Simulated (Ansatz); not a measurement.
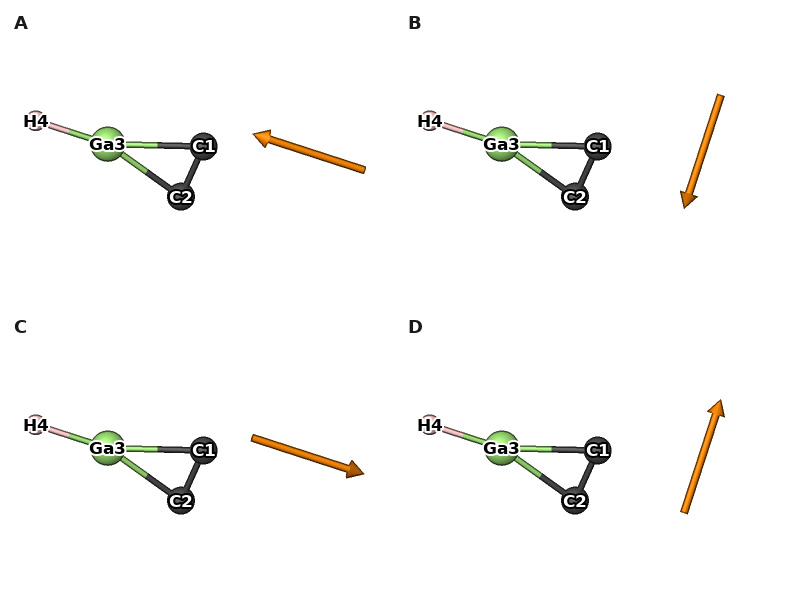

The same molecule four times, each with an arrow. The geometry was computed by an optimisation with PBE-D4/def2-SVP. No frequency run is at hand to confirm it as a minimum. Method: RKS PBE-D4/def2-SVP (Ansatz 0.2.0).

**Which arrow points along the dipole moment, from the negative to the positive end?**

A. The dipole moment is 4.27 D; it points from the side of C1, C2 to the side of H4 (the outermost atoms at the two ends).
